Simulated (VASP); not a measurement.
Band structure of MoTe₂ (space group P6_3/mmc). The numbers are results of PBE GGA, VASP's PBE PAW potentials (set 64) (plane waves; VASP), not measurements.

The path is coarsely sampled, so an indirect gap can come out somewhat too large. Unless said otherwise, spin-orbit coupling is left out, though it shifts the bands of the heavy elements here.

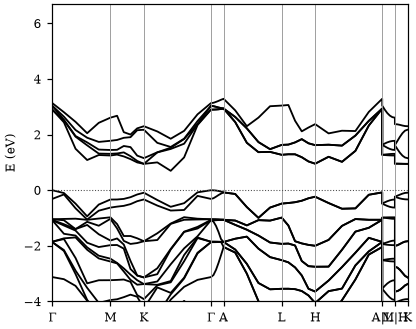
Figure: Bands along high-symmetry lines, zero at the valence-band maximum or, without a gap, the Fermi level

Read the plot: is there a gap, and where are the band edges?

The gap is indirect, 0.70 eV, from the valence maximum at Γ to the conduction minimum at K-Γ at 0.40.

The structure is a typed MoTe2 crystal. The cell was not relaxed at this level.
